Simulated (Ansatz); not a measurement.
**A workflow on BH2O (SMILES [BH]O)**

Aim: a series of 26 runs (UHF/STO-3G, UHF/3-21G, UHF/6-31G*, UB3LYP/6-31G*, UPBE/def2-SVP, UMP2/6-31G*, UCCSD/cc-pVDZ, UB3LYP-D4/def2-TZVP) of BH2O. 

The results are computed with Ansatz 0.2.0.

## Step 1: The molecule

The species is BH2O (4 atoms), meant as a doublet with charge 0. As SMILES, `[BH]O`. The coordinates come from a PBE0-D4/def2-TZVP relaxation. The run starts from this shape.

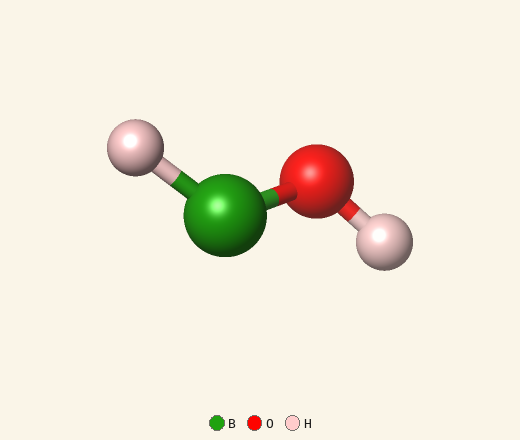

The structure, seen from a chosen angle (boron green, oxygen red, hydrogen pink).

## Step 2: A structure relaxation at UHF/STO-3G (start density atoms) (run 1)

in.yaml

```yaml
basis:
  gaussian: {orbitals: STO-3G}
crystal:
  periodic: [false, false, false]
  atoms:
    - {symbol: B, position_ang: [-0.006100, -0.485500, 0.388300]}
    - {symbol: O, position_ang: [0.119700, 0.544500, -0.448600]}
    - {symbol: H, position_ang: [-1.064200, -1.032400, 0.540300]}
    - {symbol: H, position_ang: [1.006100, 0.913200, -0.500300]}
magnetization: {spin_polarized: true, initial_magnetization: 1}
hamiltonian: {xc: hf}
relax: {f_tol: 0.002}
output: {orbitals: {seedname: orbitals}}
```

The run is started by

```sh
$ ansatz run in.yaml --threads 1 --pin off --max-ram 3480MiB --events-out events.jsonl --progress --plain --runs-dir runs
```

What it wrote:

```text
Warning: RAYON_NUM_THREADS=1 ignored (pool sized by the plan → 1); use --threads N
The last accepted step is kept in runs//last_step.txt (removed where the run ends without a failure and the disk answers)
[... 50 lines left out ...]
Total energy: -2702.83204173 eV, -99.3272454883 hartree
[... 4 lines left out ...]
Dipole moment:     0.343381     0.097599     0.018401 e Å
```

It took 1.4 s on 1 thread of Intel Xeon Platinum 8259CL at 2.50GHz (Skylake/Cascade Lake), shared host; peak memory 0.1 GiB.

Step by step:

```tsv
step	energy from the first frame kept (eV)	largest force (eV/Å)
1	0.0000	1.8755
2	-0.0457	0.2054
3	-0.0465	0.1131
4	-0.0468	0.0099
5	-0.0468	0.0036
6	-0.0468	0.0001
```

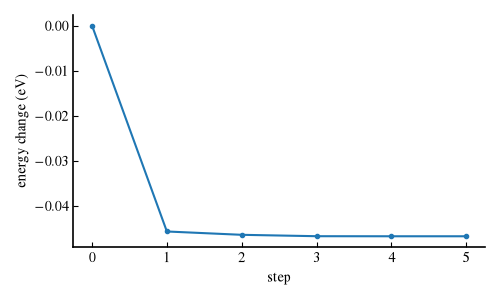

Energy along the run.

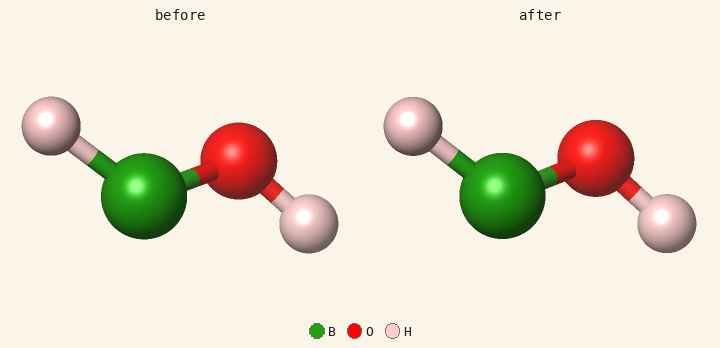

Before and after, at one scale.

After the run. Bond lengths: B1–O2 1.333 Å, B1–H3 1.165 Å, O2–H4 0.984 Å. Angles: B1–O2–H4 112.5°, O2–B1–H3 118.7°.

## Step 3: The harmonic vibrations at UHF/STO-3G (start density atoms) (run 2)

molecule.yaml

```yaml
crystal:
  periodic: [false, false, false]
  atoms:
    - {symbol: B, position_ang: [-0.004872, -0.491717, 0.393853]}
    - {symbol: O, position_ang: [0.094409, 0.536450, -0.449288]}
    - {symbol: H, position_ang: [-1.040917, -1.007959, 0.526507]}
    - {symbol: H, position_ang: [1.006880, 0.903027, -0.491372]}
basis:
  gaussian: {orbitals: STO-3G}
magnetization: {spin_polarized: true, initial_magnetization: 1}
hamiltonian: {xc: hf}
phonons: {temperatures: {t_min: 298.15, t_max: 298.15, t_step: 1}}
```

The run is started by

```sh
$ ansatz run molecule.yaml --threads 1 --pin off --max-ram 3480MiB --events-out events.jsonl --progress --plain --runs-dir runs
```

What it wrote:

```text
Warning: RAYON_NUM_THREADS=1 ignored (pool sized by the plan → 1); use --threads N
[... 97 lines left out ...]
Total energy: -2702.83204172 eV, -99.3272454877 hartree
[... 4 lines left out ...]
Dipole moment:     0.343382     0.097600     0.018400 e Å
Vibrations: 926.77 1090.74 1409.13 1548.70 3196.95 4269.53 cm⁻¹, zero-point energy 0.771295 eV
```

Wall time 1.7 s (1 thread of Intel Xeon Platinum 8259CL at 2.50GHz (Skylake/Cascade Lake), shared host).

Runs 3 to 21 aren't shown in full; the table further down has their settings and results.

## Step 4: Vibrational wavenumbers at UMP2/6-31G(d) (Cartesian functions, start density atoms) (run 22)

input.yaml

```yaml
crystal:
  periodic: [false, false, false]
  atoms:
    - symbol: B
      position_ang: [-0.003428, -0.489732, 0.392642]
    - symbol: O
      position_ang: [0.107622, 0.552450, -0.458938]
    - symbol: H
      position_ang: [-1.060273, -1.030459, 0.539847]
    - symbol: H
      position_ang: [1.011579, 0.907540, -0.493850]
basis:
  gaussian:
    orbitals: "6-31G*"
total_charge: 0
magnetization:
  spin_polarized: true
  initial_magnetization: 1
correlation:
  method: mp2
phonons:
  temperatures:
    t_min: 298.15
    t_max: 298.15
    t_step: 1
```

The run is started by

```sh
$ ansatz run input.yaml --threads 1 --pin off --max-ram 3480MiB --events-out events.jsonl --progress --plain --runs-dir runs
```

What it wrote:

```text
Warning: RAYON_NUM_THREADS=1 ignored (pool sized by the plan → 1); use --threads N
[... 26 lines left out ...]
2 core orbitals not correlated: weight in the atoms' cores, before any rotation towards them, 1.000 or more for the frozen orbitals, at most 0.000 for the correlated occupied ones
[... 43 lines left out ...]
2 core orbitals not correlated: weight in the atoms' cores, before any rotation towards them, 1.000 or more for the frozen orbitals, at most 0.000 for the correlated occupied ones
[... 43 lines left out ...]
2 core orbitals not correlated: weight in the atoms' cores, before any rotation towards them, 1.000 or more for the frozen orbitals, at most 0.000 for the correlated occupied ones
[... 42 lines left out ...]
2 core orbitals not correlated: weight in the atoms' cores, before any rotation towards them, 1.000 or more for the frozen orbitals, at most 0.000 for the correlated occupied ones
[... 38 lines left out ...]
Dipole moment:     0.299751     0.151397    -0.040129 e Å
[... 1 line left out ...]
Checks for a lower state left out: cluster_reference
```

Run time: 9.3 s. Hardware: 1 thread of Intel Xeon Platinum 8259CL at 2.50GHz (Skylake/Cascade Lake), shared host; peak memory 0.095 GiB.

Runs 23 to 25 aren't shown in full; the table further down has their settings and results.

## Step 5: The harmonic vibrations at UB3LYP-D4/def2-TZVP (start density atoms) (run 26)

input.yaml

```yaml
crystal:
  periodic: [false, false, false]
  atoms:
    - symbol: B
      position_ang: [-0.009038, -0.489411, 0.390671]
    - symbol: O
      position_ang: [0.122226, 0.542683, -0.446389]
    - symbol: H
      position_ang: [-1.065480, -1.032456, 0.540044]
    - symbol: H
      position_ang: [1.007792, 0.918984, -0.504626]
basis:
  gaussian: {orbitals: def2-TZVP}
total_charge: 0
magnetization: {spin_polarized: true, initial_magnetization: 1}
hamiltonian: {xc: {name: B3LYP}, dispersion: d4}
phonons: {temperatures: {t_min: 298.15, t_max: 298.15, t_step: 1}}
```

The run is started by

```sh
$ ansatz run input.yaml --threads 1 --pin off --max-ram 3480MiB --events-out events.jsonl --progress --plain --runs-dir runs
```

What it wrote:

```text
Warning: RAYON_NUM_THREADS=1 ignored (pool sized by the plan → 1); use --threads N
[... 22 lines left out ...]
408 factors; their error is unknown
[... 15 lines left out ...]
408 factors; their error is unknown
[... 14 lines left out ...]
408 factors; their error is unknown
[... 15 lines left out ...]
408 factors; their error is unknown
[... 15 lines left out ...]
408 factors; their error is unknown
[... 14 lines left out ...]
408 factors; their error is unknown
[... 9 lines left out ...]
408 factors; their error is unknown
[... 5 lines left out ...]
408 factors; their error is unknown
[... 4 lines left out ...]
408 factors; their error is unknown
[... 4 lines left out ...]
408 factors; their error is unknown
[... 4 lines left out ...]
408 factors; their error is unknown
[... 4 lines left out ...]
408 factors; their error is unknown
[... 9 lines left out ...]
Dipole moment:     0.225687     0.175991    -0.082800 e Å
Vibrations: 746.58 869.42 1092.03 1348.77 2574.66 3804.44 cm⁻¹, zero-point energy 0.646943 eV
```

Run time: 24 s. Hardware: 1 thread of Intel Xeon Platinum 8259CL at 2.50GHz (Skylake/Cascade Lake), shared host; peak memory 0.13 GiB.

## Step 6: Overview of the runs

```tsv
run	level	task	walk f tol	partner	energy (Eh)	dipole moment (D)	⟨S²⟩	wall time
1	UHF/STO-3G (start density atoms)	optimise	0.002	base	-99.327245	1.72	0.755	1.4 s
2	UHF/STO-3G (start density atoms)	frequencies	–	base	-99.327245	1.72	0.755	1.7 s
3	UHF/STO-3G (start density atoms)	energy	–	cation	-99.092488	–	–	0.1 s
4	UHF/STO-3G (start density atoms)	optimise	–	cation	-99.167634	–	–	1.8 s
5	UHF/3-21G (start density atoms)	optimise	0.002	base	-100.124967	1.78	0.753	1.5 s
6	UHF/3-21G (start density atoms)	frequencies	–	base	-100.124967	1.78	0.753	2.8 s
7	UHF/3-21G (start density atoms)	energy	–	cation	-99.825312	–	–	0.14 s
8	UHF/3-21G (start density atoms)	optimise	–	cation	-99.894928	–	–	2.1 s
9	UHF/6-31G* (Cartesian functions, start density atoms)	optimise	0.002	base	-100.680931	1.60	0.753	2.6 s
10	UHF/6-31G* (Cartesian functions, start density atoms)	frequencies	–	base	-100.680931	1.60	0.753	4.5 s
11	UHF/6-31G* (Cartesian functions, start density atoms)	energy	–	cation	-100.381706	–	–	0.22 s
12	UHF/6-31G* (Cartesian functions, start density atoms)	optimise	–	cation	-100.444729	–	–	4.5 s
13	UB3LYP/6-31G* (Cartesian functions, start density atoms)	optimise	0.002	base	-101.230240	1.62	0.751	6.6 s
14	UB3LYP/6-31G* (Cartesian functions, start density atoms)	frequencies	–	base	-101.230240	1.62	0.751	16 s
15	UB3LYP/6-31G* (Cartesian functions, start density atoms)	energy	–	cation	-100.921597	–	–	0.78 s
16	UB3LYP/6-31G* (Cartesian functions, start density atoms)	optimise	–	cation	-100.977257	–	–	8.4 s
17	UPBE/def2-SVP (start density atoms)	optimise	0.002	base	-101.031412	1.69	0.752	5.4 s
18	UPBE/def2-SVP (start density atoms)	frequencies	–	base	-101.031412	1.69	0.752	8.7 s
19	UPBE/def2-SVP (start density atoms)	energy	–	cation	-100.723676	–	–	0.75 s
20	UPBE/def2-SVP (start density atoms)	optimise	–	cation	-100.776661	–	–	7.8 s
21	UMP2/6-31G* (Cartesian functions, start density atoms)	optimise	0.002	base	-100.918552	1.62	0.753	2.8 s
22	UMP2/6-31G* (Cartesian functions, start density atoms)	frequencies	–	base	-100.918552	1.62	0.753	9.3 s
23	UCCSD/cc-pVDZ (start density atoms)	optimise	0.002	base	-100.966177	1.53	0.753	34 s
24	UCCSD/cc-pVDZ (start density atoms)	frequencies	–	base	-100.966177	1.53	0.753	2 min
25	UB3LYP-D4/def2-TZVP (start density atoms)	optimise	0.002	base	-101.286328	1.43	0.752	9.3 s
26	UB3LYP-D4/def2-TZVP (start density atoms)	frequencies	–	base	-101.286328	1.43	0.752	24 s
```

## Step 7: What came out

| quantity | value |
| --- | --- |
| run 26, UB3LYP-D4/def2-TZVP: total energy | -101.28633 Eh |
| run 26, UB3LYP-D4/def2-TZVP: dipole moment | 1.43 D |
| run 26, UB3LYP-D4/def2-TZVP: dispersion energy | -4.16 kJ/mol |
| run 26, UB3LYP-D4/def2-TZVP: ⟨S²⟩ | 0.752 |
| run 26, UB3LYP-D4/def2-TZVP: largest force on an atom | 0.002 eV/Å |
| run 26, UB3LYP-D4/def2-TZVP: lowest harmonic wavenumber | 747 cm⁻¹ |
| run 26, UB3LYP-D4/def2-TZVP: highest harmonic wavenumber | 3804 cm⁻¹ |
| run 26, UB3LYP-D4/def2-TZVP: zero-point energy | 62.4 kJ/mol |
| vertical ionisation energy (to the singlet cation), UHF/STO-3G | 6.388 eV |
| vertical ionisation energy (to the singlet cation), UHF/3-21G | 8.154 eV |
| vertical ionisation energy (to the singlet cation), UB3LYP/6-31G* | 8.399 eV |
| vertical ionisation energy (to the singlet cation), UPBE/def2-SVP | 8.374 eV |
| adiabatic ionisation energy (to the singlet cation, no zero-point term), UHF/3-21G | 6.260 eV |
| adiabatic ionisation energy (to the singlet cation, no zero-point term), UHF/6-31G* | 6.427 eV |
| adiabatic ionisation energy (to the singlet cation, no zero-point term), UB3LYP/6-31G* | 6.884 eV |
| adiabatic ionisation energy (to the singlet cation, no zero-point term), UPBE/def2-SVP | 6.932 eV |

In words: At UHF/STO-3G: removing an electron at fixed nuclei costs 6.39 eV (616 kJ/mol). Only the singlet of the ionised species was computed; a triplet could lie lower. In a minimal basis such a difference can be off by several eV, whatever the method. At UHF/3-21G: the vertical ionisation energy comes to 8.15 eV (787 kJ/mol). At UB3LYP/6-31G*: removing an electron at fixed nuclei costs 8.40 eV (194 kcal/mol). At UPBE/def2-SVP: the vertical ionisation energy comes to 8.37 eV (193 kcal/mol). Totals of different functionals can't be ranked against each other. In runs 1, 2, 3, 4 the basis is minimal, so the values are rough. All runs together took 4.6 min, the longest 2 min.
